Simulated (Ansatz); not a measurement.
**Al (Fm-3m, 1 atom in the cell): relaxing the cell for a phonon run**

Wanted: the relaxed cell of Al (Fm-3m, 1 atom in the cell).

Calculated with Ansatz 0.2.0; DFT LDA, scalar-relativistic, plane waves, norm-conserving pseudopotentials.

**What experiment says.**

For Al, face-centred cubic (bulk crystal), “The interpretation of polycrystalline coherent inelastic neutron scattering from aluminium” (2013, pmc:3831299) quotes earlier work: lattice constant a (cubic lattice constant) 4.0495 Å [literature comparison value; measurement temperature not stated].

## Step 1: Set-up

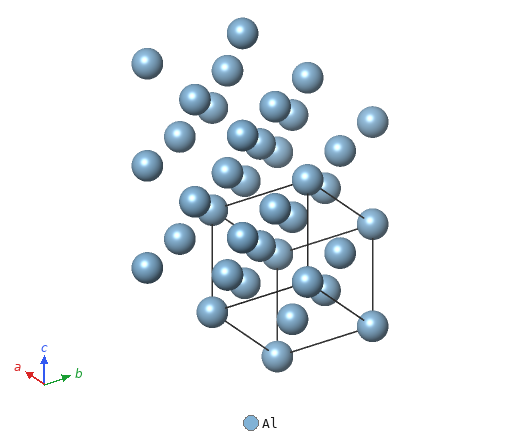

Start, viewed from a free direction; aluminium light blue. 2×1×2 cells are drawn. This picture shows the conventional cell, with its axes. Some periodic images of atoms are drawn too.

## Step 2: A coarse first look

First a cheap look: the gap decides the mesh and the occupations, the pressure tells how far the cell has to move.

Contents of input.yaml:

```yaml
crystal:
  lattice:
    - [0.0, 2.024805, 2.024805]
    - [2.024805, 0.0, 2.024805]
    - [2.024805, 2.024805, 0.0]
  atoms:
    - { symbol: Al, position: [0.0, 0.0, 0.0] }
kpoints:
  mp_grid: { grid: [8, 8, 8] }
hamiltonian:
  xc: lda
  pseudopotentials: { kind: nc }
scf:
  occupations: { method: gaussian, width: 0.1 }
output:
  forces: true
  stress: true
  eigenvalues: true
```

Started as:

```
> ansatz run input.yaml --threads 4 --pin off --max-ram 10240MiB --backend cpu --events-out ev --progress --plain --runs-dir out
```

Numbers of over 12 decimals in the logs are rounded to 6 here.

The log of the run:

```text
Engine: ansatz 0.2.0, aarch64-unknown-linux-gnu
Pseudopotentials: kind: nc
Pseudopotential: Al, nc, valence charge 3, recommended cutoff 598.650497 eV (normal), Al.nc.azcp (PseudoDojo's, or run here from an input of PseudoDojo's: the run reads no file of this project's for it)
Functional definition: SPW92
  exchange = slater_x
  correlation = pw_c
Crystal: 1 atoms, lattice volume = 16.603 Å³
[...]
0.000000       0.000000      -3.954439
  P = ⅓ Tr σ = -3.9544 GPa (-39.544 kbar)
--- Band table (eV; the first three rows and the last of 29) ---
  k-point 0: bands = ["-3.4111", "20.1949", "20.1949", "20.1949", "21.4192", "21.4192"]
  k-point 1: bands = ["-2.9896", "15.8941", "19.1844", "19.1844", "22.2068", "22.9876"]
  k-point 2: bands = ["-1.7326", "11.0626", "18.4091", "18.4091", "21.9022", "22.1985"]
  k-point 28: bands = ["6.8346", "6.8346", "7.8769", "8.5976", "23.3386", "23.3386"]
[key lines of the parts left out:]
SCF converged after 5 iterations
Free energy (F): -64.289611 eV
Fermi energy:    7.713143 eV
```

Wall time 0.14 s (4 threads of Arm Neoverse V2, shared host); peak memory 0.21 GiB.

This step gave:

```
pressure          : -3.954 GPa
volume per atom   : 16.60 Å³
gap on the k-mesh : 0 eV
```

The coarse mesh shows no gap and a pressure of -4.0 GPa.

## Step 3: Bringing the structure to rest

The cell and atoms are relaxed, since residual forces and stress would shift the frequencies.

input.yaml, the sections that differ from step 2:

```yaml
kpoints:
  mp_grid: { grid: [18, 18, 18] }
relax:
  adjacent_minimum: "off"
  f_tol: 0.005
  max_steps: 80
  cell: { stress_tol: 0.05 }
# crystal, hamiltonian, scf, output: as in step 2
```

The log of the run:

```text
[...]
Crystal: 1 atoms, lattice volume = 16.603 Å³
Basis set: ecut = 598.650497 eV, 537 PW (Γ)
Bands: 6, of which v1, the nominal top of the filled ones, is band 2 counted from 1 (1 counted from 0)
Symmetry: 48 space group operations
[...]
k-points: 195 of 5832
[...]
SCF iter   1: F=—  HF=-64.318236 eV  |F-HF|=—  |Δ(HF+E_count)|=         —  Δρ=2.12e-2  dr2=7.37e-2  ethr=3.10e-3  ⟨swp⟩=5.9  Hψ=11575  notcnv=0
[...]
SCF iter   5: F=-64.292601 eV  HF=-64.292601 eV  |F-HF|=5.66e-10  |Δ(HF+E_count)|=   1.08e-8  Δρ=4.67e-6  dr2=1.01e-9  ethr=1.29e-9  ⟨swp⟩=2.5  Hψ=3158  notcnv=0
SCF 1 converged in 5 iterations: F = -64.292601 eV  dr2 = 1.01e-9
relax step   1: F+E_penalty+E_count = -64.29260139 eV  Δ(F+E_penalty+E_count) = +0.000e0 eV  max|allowed force component| = 0.000e0 eV/Å  Δτ_max = 0.0000 Å  P = -3.863 GPa  Ω = 16.603 Å³  (5 SCF iters, dr2 threshold 1.00e-7 eV, accepted)
Crystal: 1 atoms, lattice volume = 15.670 Å³
Basis set: ecut = 598.650497 eV, 531 PW (Γ)
[...]
iter 1 solved again at ethr=8.51e-6 eV; its pass at ethr=3.10e-3 eV (dr2=2.55e-4 eV) is discarded
[...]
SCF iter   4: F=-64.303340 eV  HF=-64.303340 eV  |F-HF|=1.02e-10  |Δ(HF+E_count)|=   7.07e-9  Δρ=1.11e-6  dr2=2.12e-10  ethr=1.31e-9  ⟨swp⟩=2.9  Hψ=3489  notcnv=0
SCF 2 converged in 4 iterations: F = -64.303340 eV  dr2 = 2.12e-10
relax step   2: F+E_penalty+E_count = -64.30334039 eV  Δ(F+E_penalty+E_count) = -1.074e-2 eV  max|allowed force component| = 0.000e0 eV/Å  Δτ_max = 0.0000 Å  P = +0.409 GPa  Ω = 15.670 Å³  energy of the carried Pulay correction = +5.802e-5 eV  (4 SCF iters, dr2 threshold 1.00e-7 eV, accepted)
Crystal: 1 atoms, lattice volume = 15.755 Å³
[...]
SCF iter   3: F=-64.303433 eV  HF=-64.303433 eV  |F-HF|=1.81e-10  |Δ(HF+E_count)|=   1.58e-7  Δρ=2.20e-6  dr2=6.65e-10  ethr=3.33e-9  ⟨swp⟩=3.9  Hψ=5431  notcnv=0
SCF 3 converged in 3 iterations: F = -64.303433 eV  dr2 = 6.65e-10
relax step   3: F+E_penalty+E_count = -64.30343298 eV  Δ(F+E_penalty+E_count) = -9.259e-5 eV  max|allowed force component| = 0.000e0 eV/Å  Δτ_max = 0.0000 Å  P = -0.036 GPa  Ω = 15.755 Å³  energy of the carried Pulay correction = +5.261e-5 eV  (3 SCF iters, dr2 threshold 1.00e-7 eV, accepted)
[...]
SCF iter   3: F=-64.303372 eV  HF=-64.303372 eV  |F-HF|=2.60e-12  |Δ(HF+E_count)|=   4.64e-9  Δρ=1.77e-7  dr2=7.35e-13  ethr=1.00e-12  ⟨swp⟩=5.4  Hψ=6092  notcnv=0
SCF 4 converged in 3 iterations: F = -64.303372 eV  dr2 = 7.35e-13
relax step   4: F+E_penalty+E_count = -64.30337198 eV  Δ(F+E_penalty+E_count) = +6.100e-5 eV  max|allowed force component| = 0.000e0 eV/Å  Δτ_max = 0.0000 Å  P = -0.032 GPa  Ω = 15.755 Å³  stress off target by 3.24e-2 GPa  SCF on the basis re-selected at this cell (its energy is not comparable with the rows above)  (3 SCF iters)
basis re-selected at this cell: Δ(F+E_penalty+E_count) = +6.100e-5 eV, ΔP = +0.004 GPa vs the last step (what re-selecting the basis moved, of the pressure what is left beyond the Pulay correction that the steps carried, after the strain that the cell walked since its last selection, with what the two solves' SCF thresholds leave and, on support functions, any second-order correction that the steps lacked; it is no measure of the basis error at this ecutwfc). This SCF's stress stands 3.24e-2 GPa from its target on what of the cell is left free (relax.cell.stress_tol is 5.00e-2 GPa) and its largest allowed force component is 0.00e0 eV/Å (relax.f_tol is 5.00e-3 eV/Å): [rest of the remark cut]
SCF converged after 3 iterations
Free energy (F): -64.303372 eV
[...]
Internal energy: -64.300387 eV  (E = F + TS)
E sigma→0 (E₀):  -64.301880 eV
Entropy (-TS):   -0.002985 eV (-2.985 meV/atom)
Fermi energy:    8.186796 eV
[...]
--- Stress (GPa, compression-positive) ---
       -0.032383       0.000000       0.000000
        0.000000      -0.032383       0.000000
        0.000000       0.000000      -0.032383
  P = ⅓ Tr σ = -0.0324 GPa (-0.324 kbar)
--- Band table (eV; the first three rows and the last of 195) ---
[...]
--- Relaxed structure (3 steps of the walk, 3 accepted, 1 SCFs on fresh bases) ---
  F+E_penalty+E_count = -64.30337198 eV   max|allowed force component| = 0.000e0 eV/Å   (the final SCF, on the basis selected at the relaxed cell)
  cell:  # Å, volume = 15.7545 Å³
    - [0, 1.989719, 1.989719]
    - [1.989719, 0, 1.989719]
    - [1.989719, 1.989719, 0]
  atoms:
    - { symbol: Al, position: [0.0, 0.0, 0.0] }
```

Wall time 2 s (4 threads); peak memory 0.29 GiB.

Step by step:

```csv
step,energy less that of the first step (eV),largest force component (eV/Å),pressure (GPa),volume (Å³)
1,0.0000,0.0000,-3.86,16.60
2,-0.0107,0.0000,0.41,15.67
3,-0.0108,0.0000,-0.04,15.75
4*,-0.0108,0.0000,-0.03,15.75
```

Relaxation steps marked * repeat the geometry before them on a plane-wave basis chosen anew for their cell, so energy and pressure can jump there.

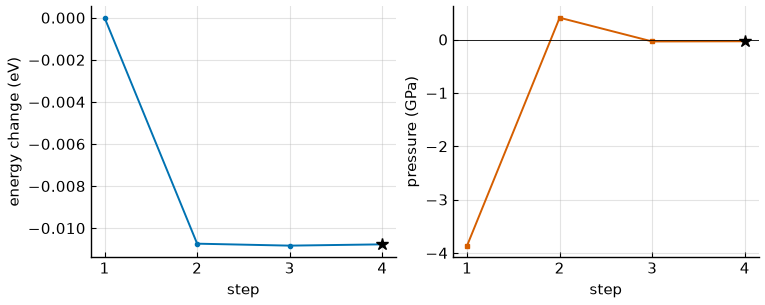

Energy and pressure along the relaxation. Stars mark steps on a basis chosen anew.

```csv
"conventional cell, symmetrised",before,after,change
a (Å),4.050,3.979,-1.7 %
b (Å),4.050,3.979,-1.7 %
c (Å),4.050,3.979,-1.7 %
volume (Å³/atom),16.60,15.75,-5.1 %
```

The relaxed structure:

```xyz
1
Lattice="0.0000 1.9897 1.9897 1.9897 0.0000 1.9897 1.9897 1.9897 0.0000" Properties=species:S:1:pos:R:3 pbc="T T T"
Al    0.0000    0.0000    0.0000
```

This step gave:

```yaml
pressure: -0.03238 GPa
volume_per_atom: 15.75 Å³
```

In this step the volume went from 16.60 to 15.75 Å³/atom.

## Step 4: Relaxing to small forces for the phonons

Phonons need a cell at rest on their own settings, so the relaxation is repeated with tight tolerances on forces and stress on the k mesh and occupations of the first response run.

input.yaml, the sections that differ from step 3:

```yaml
crystal:
  lattice:
    - [0.0, 1.9897185741, 1.9897185741]
    - [1.9897185741, 0.0, 1.9897185741]
    - [1.9897185741, 1.9897185741, 0.0]
  atoms:
    - { symbol: Al, position: [0.0, 0.0, 0.0] }
kpoints:
  mp_grid: { grid: [20, 20, 20] }
scf:
  occupations: { method: methfessel_paxton, width: 0.2 }
relax:
  adjacent_minimum: "off"
  f_tol: 0.001
  max_steps: 60
  cell: { stress_tol: 0.01 }
# hamiltonian, output: as in step 3
```

The log of the run:

```text
[...]
Crystal: 1 atoms, lattice volume = 15.755 Å³
Basis set: ecut = 598.650497 eV, 531 PW (Γ)
Bands: 6, of which v1, the nominal top of the filled ones, is band 2 counted from 1 (1 counted from 0)
[... 1 set-up line as in the run before ...]
[...]
k-points: 256 of 8000
[...]
0.000000       0.000000      -0.002712
  P = ⅓ Tr σ = -0.0027 GPa (-0.027 kbar)
--- Band table (eV; the first three rows and the last of 256) ---
[...]
--- Relaxed structure (2 steps of the walk, 2 accepted, 1 SCFs on fresh bases) ---
[...]
cell:  # Å, volume = 15.7349 Å³
    - [0, 1.988894, 1.988894]
    - [1.988894, 0, 1.988894]
    - [1.988894, 1.988894, 0]
  atoms:
    - { symbol: Al, position: [0.0, 0.0, 0.0] }
[key lines of the parts left out:]
SCF converged after 3 iterations
Free energy (F): -64.304288 eV
Fermi energy:    8.258903 eV
```

Elapsed: 1.8 s, on 4 threads; peak memory 0.3 GiB.

Little changed from the start: no atom moved by 0.005 Å and no cell edge by 0.1 %.

Numbers from this step:

```
pressure        : -0.002712 GPa
volume per atom : 15.73 Å³
```

The forces vanish by symmetry and the pressure is -0.003 GPa, within the tolerances set. The cell now holds 15.73 Å³/atom.

## Step 5: Summary of results

```
space group after relaxation (within 0.01 Å) : Fm-3m
lattice constant a                           : 3.978 Å
lattice constant b                           : 3.978 Å
lattice constant c                           : 3.978 Å
volume per atom                              : 15.7 Å³
```

**Reading.** The forces vanish by symmetry and the pressure is -0.003 GPa, within the tolerances set. The cell now holds 15.73 Å³/atom. The relaxation keeps the symmetry of its start, so it says nothing on stability against lower symmetry.

Calculation against experiment:

| quantity | measured | LDA norm-conserving |
| --- | --- | --- |
| lattice constant a (Å) | 4.0495 | 3.978 (-1.8 %) |

Measured values from pmc:3831299 (2013).

**Verdict.** The lattice constant a is off by -1.8 %: a clear miss. The grades are ours: good and fair within 0.7 and 1.5 % for the lattice constant a. For lattice constants the calculation has a static lattice, without zero-point motion or thermal expansion.

[Logs are printed without paths, hosts, clocks, repeated set-up lines and the standing remarks that a program may print on its own settings, such as how far it seeks lower states.]

[Hosts, paths, dates, database ids (printed as entryN), source tags and the programs' standing remarks are cut or masked in the printed files.]
